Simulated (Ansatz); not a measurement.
# Calculations on AlNH6O3

Part 1: Relaxation

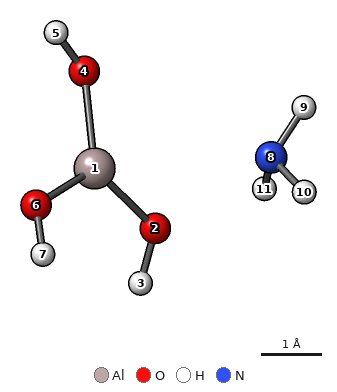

Starting structure of AlNH6O3. The picture is a ball-and-stick view, seen face on.

The run prepares an end point of a later path (reaction) calculation, from a guessed geometry.

The calculation used RKS B3LYP-D4/def2-SVP (Ansatz).

Input file:
```yaml
crystal:
  periodic: [false, false, false]
  atoms:
    - { symbol: Al, position_ang: [-0.012555, -0.48417, 0.134859] }
    - { symbol: O, position_ang: [-0.262702, -0.295517, 1.861602] }
    - { symbol: H, position_ang: [-1.020665, -0.720785, 2.281315] }
    - { symbol: O, position_ang: [1.599531, -0.638453, -0.379965] }
    - { symbol: H, position_ang: [1.848595, -0.670457, -1.306946] }
    - { symbol: O, position_ang: [-1.273132, -0.754543, -0.978659] }
    - { symbol: H, position_ang: [-2.2007, -0.528319, -0.880822] }
    - { symbol: "N", position_ang: [0.121797, 2.516416, 0.905418] }
    - { symbol: H, position_ang: [1.023621, 2.989905, 0.946039] }
    - { symbol: H, position_ang: [-0.604582, 3.225659, 1.009644] }
    - { symbol: H, position_ang: [0.068392, 1.887164, 1.730416] }
basis:
  gaussian: { orbitals: def2-SVP }
hamiltonian:
  xc: b3lyp
  dispersion: d4
relax:
  f_tol: 0.03
  max_steps: 50
output:
  orbitals: {}
```

Run as
```bash
ansatz run input.yaml --threads 2 --pin off --max-ram 3072MiB --backend cpu --events-out ev --progress --plain --runs-dir out
```

> What does the optimiser find from here?

The energy falls by 25.0 kcal/mol in 11 accepted moves (12 points after the start). Largest force component: 0.9 eV/Å at the start, 0.019 eV/Å at the end. The line search rejected the trial step at point 10 of the run. The forces were under the threshold at step 9, but the run went on from there. H10 moves most after the best rigid fit: 0.96 Å. By element the largest moves are H 0.96 Å, O 0.93 Å, Al 0.62 Å, N 0.48 Å. Among the contacts that change: Al1–N8 3.101 → 2.021 Å, Al1–O4 1.699 → 1.732 Å, Al1–O2 1.755 → 1.733 Å, N8–H11 1.039 → 1.022 Å. New bonds form, among them: Al1–N8 (3.10 → 2.02 Å). Among the angles between lasting bonds that change: Al1–O6–H7 127.7° → 121.3°, O2–Al1–O6 123.7° → 118.2°, O4–Al1–O6 119.3° → 116.7°. Groups turn about Al1–O2 by about 95°, Al1–O6 by about 50°, Al1–O4 by about 50°. Cost: 62 s on 2 threads of Intel(R) Xeon(R) Platinum 8259CL CPU @ 2.50GHz (Skylake/Cascade Lake) (shared host), peak memory 0.24 GiB.

The structure at the end:

```xyz
11

Al   -0.1031    0.0905    0.3593
O    -0.5951   -0.4676    1.9248
H    -0.2565   -1.2864    2.2959
O     1.5303   -0.2033   -0.1376
H     1.7242   -0.6575   -0.9615
O    -1.2965    0.1665   -0.8940
H    -2.1254   -0.3140   -0.8239
N     0.0752    2.0483    0.8270
H     1.0363    2.3494    0.6540
H    -0.5585    2.6171    0.2629
H    -0.1433    2.1841    1.8160
```

The end point in the same view:

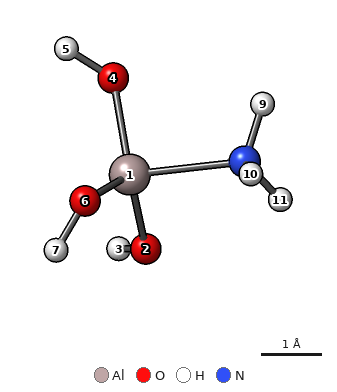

Limits of the set-up: the start holds two separate molecules, 2.2 Å apart at their closest, whose relative position is a soft coordinate.

Part 2: Relaxation

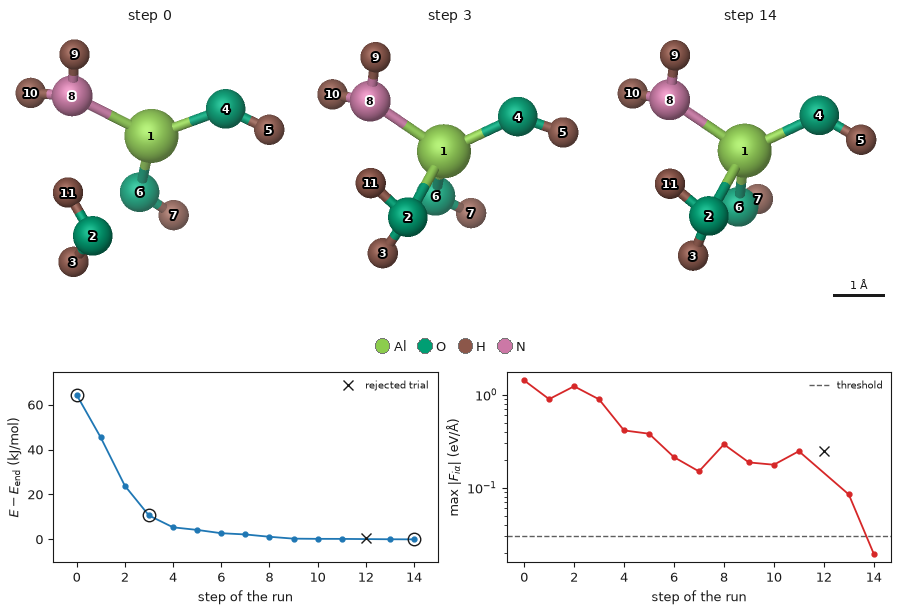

Frames of a relaxation of AlNH$_{6}$O$_{3}$, marked on the history of the run. A ball-and-stick model, seen at a tilt.

The run prepares an end point of a later path (reaction) calculation, from a guessed geometry.

These are results of Ansatz, RKS B3LYP-D4/def2-SVP, not measurements.

The input:
```yaml
crystal:
  periodic: [false, false, false]
  atoms:
    - { symbol: Al, position_ang: [0.08631, 0.518198, -0.299557] }
    - { symbol: O, position_ang: [-0.193857, -0.137488, 2.578512] }
    - { symbol: H, position_ang: [-1.156439, -0.21638, 2.500207] }
    - { symbol: O, position_ang: [1.55217, -0.144947, -0.840622] }
    - { symbol: H, position_ang: [1.746286, -1.044572, -1.110125] }
    - { symbol: O, position_ang: [-1.49098, -0.075926, -0.553556] }
    - { symbol: H, position_ang: [-1.746581, -0.856542, -1.050009] }
    - { symbol: "N", position_ang: [0.153794, 2.166005, 0.579277] }
    - { symbol: H, position_ang: [1.018464, 2.700106, 0.594402] }
    - { symbol: H, position_ang: [-0.641301, 2.79845, 0.546645] }
    - { symbol: H, position_ang: [-0.040267, 0.819997, 2.377726] }
basis:
  gaussian: { orbitals: def2-SVP }
hamiltonian:
  xc: b3lyp
  dispersion: d4
relax:
  f_tol: 0.03
  max_steps: 50
```

Command:
```bash
ansatz run input.yaml --threads 2 --pin off --max-ram 3072MiB --backend cpu --events-out ev --progress --plain --runs-dir out
```

> What happens along the run?

After 13 accepted moves (14 points after the start) the energy has fallen by 64.4 kJ/mol. Largest force component: 1.4 eV/Å at the start, 0.02 eV/Å at the end. The line search rejected the trial step at point 12 of the run. O2 moves most after the best rigid fit: 0.58 Å. Largest moves by element: O 0.58 Å, H 0.47 Å, Al 0.41 Å, N 0.09 Å. Some distances before and after: Al1–O2 2.965 → 1.991 Å, Al1–H11 2.697 → 2.137 Å, Al1–N8 1.869 → 1.835 Å, Al1–O6 1.705 → 1.730 Å. New bonds form, among them: Al1–O2 (2.97 → 1.99 Å). Bond angles that change, for instance: Al1–O4–H5 129.1° → 123.9°, H3–O2–H11 102.5° → 107.2°, O4–Al1–O6 128.0° → 123.6°. Groups turn about Al1–O6 by about 60°. Cost: 66 s on 2 threads of Intel(R) Xeon(R) Platinum 8259CL CPU @ 2.50GHz (Skylake/Cascade Lake), on a shared host, peak memory 0.24 GiB. From step 0 to 3: O2 moves most (0.59 Å), energy −53.8 kJ/mol. From step 3 to 14: H7 moves most (0.42 Å), energy −10.6 kJ/mol.

```json
{"step": "0", "E − E(0), kJ/mol": "0.00", "largest force component, eV/Å": "1.4276", "note": ""}
{"step": "1", "E − E(0), kJ/mol": "-19.00", "largest force component, eV/Å": "0.8979", "note": ""}
{"step": "2", "E − E(0), kJ/mol": "-40.51", "largest force component, eV/Å": "1.2345", "note": ""}
{"step": "3", "E − E(0), kJ/mol": "-53.76", "largest force component, eV/Å": "0.8939", "note": ""}
{"step": "4", "E − E(0), kJ/mol": "-59.05", "largest force component, eV/Å": "0.4140", "note": ""}
{"step": "5", "E − E(0), kJ/mol": "-60.20", "largest force component, eV/Å": "0.3817", "note": ""}
{"step": "6", "E − E(0), kJ/mol": "-61.67", "largest force component, eV/Å": "0.2137", "note": ""}
{"step": "7", "E − E(0), kJ/mol": "-62.22", "largest force component, eV/Å": "0.1502", "note": ""}
{"step": "8", "E − E(0), kJ/mol": "-63.26", "largest force component, eV/Å": "0.2932", "note": ""}
{"step": "9", "E − E(0), kJ/mol": "-64.09", "largest force component, eV/Å": "0.1875", "note": ""}
{"step": "10", "E − E(0), kJ/mol": "-64.18", "largest force component, eV/Å": "0.1771", "note": ""}
{"step": "11", "E − E(0), kJ/mol": "-64.20", "largest force component, eV/Å": "0.2475", "note": ""}
{"step": "12", "E − E(0), kJ/mol": "-63.99", "largest force component, eV/Å": "0.2513", "note": "rejected"}
{"step": "13", "E − E(0), kJ/mol": "-64.36", "largest force component, eV/Å": "0.0848", "note": ""}
{"step": "14", "E − E(0), kJ/mol": "-64.41", "largest force component, eV/Å": "0.0195", "note": ""}
```

Limits of the set-up: the start holds two separate molecules, 2.3 Å apart at their closest, whose relative position is a soft coordinate.

Part 3: Path

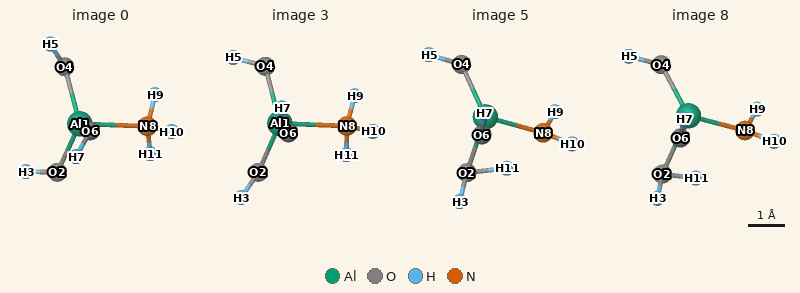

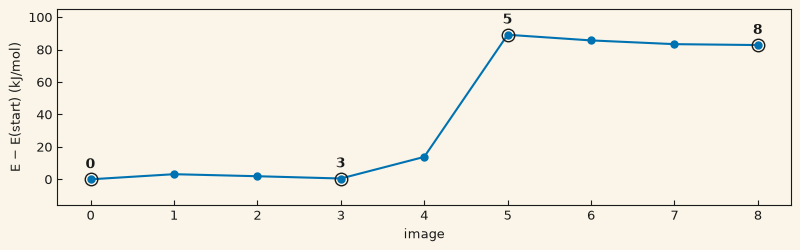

A nudged-elastic-band calculation for AlNH$_{6}$O$_{3}$. Images are numbered from 0 (start) to 8 (end). Style: ball-and-stick. Shown at a tilt.

Method: RKS B3LYP-D4/def2-SVP in Ansatz. Run with 7 movable images; climbing image; force threshold 0.05 eV/Å; iteration limit 41; starting path through a guess of the saddle point.

**What happens along the path, and what is the barrier?**

The path has more than one stage, and so few images may leave a stage unresolved. Breaking: N8–H11 (1.02 → 1.45 at the top → 1.95 Å). Forming: O2–H11 (2.69 → 1.14 at the top → 1.00 Å). The energy climbs by 89.2 kJ/mol to image 5 and then falls by 6.3 kJ/mol, so the end point sits at +82.8 kJ/mol. The band converged in 23 iterations. The largest component of the band force went from 27 to 0.039 eV/Å. The climbing image converged on the top of the path. Its vibrational analysis gives one imaginary mode (771i cm⁻¹), as a transition state must have.

Cost: 11 min on 2 threads of Intel(R) Xeon(R) Platinum 8259CL CPU @ 2.50GHz (Skylake/Cascade Lake), with other jobs on the host, peak memory 0.26 GiB.
